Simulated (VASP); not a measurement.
Band structure of BaS (space group Fm-3m). Calculation: LDA (Ceperley-Alder, Perdew-Zunger), VASP's LDA PAW potentials (set 64) (plane waves; VASP).

Unless said otherwise, spin-orbit coupling is left out, though it shifts the bands of the heavy elements here.

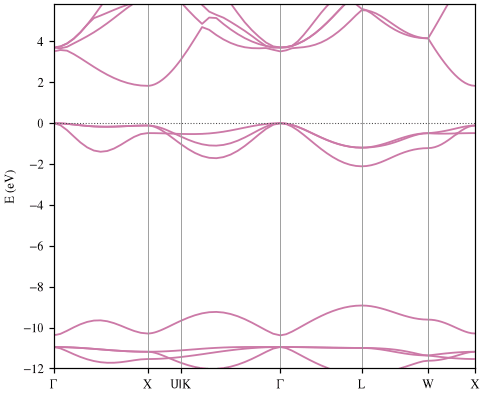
Fig. 1. Bands along high-symmetry lines, zero at the valence-band maximum or, without a gap, the Fermi level

Q: Read the plot: is there a gap, and where are the band edges?

A: The gap is indirect, 1.83 eV, from the valence maximum at Γ to the conduction minimum at X. (Edges off the drawn lines would not show.)

The structure comes from a computed database's BaS entry (Fm-3m); how it stands against other phases isn't given here. It was relaxed first, which changed the volume by -7 %.
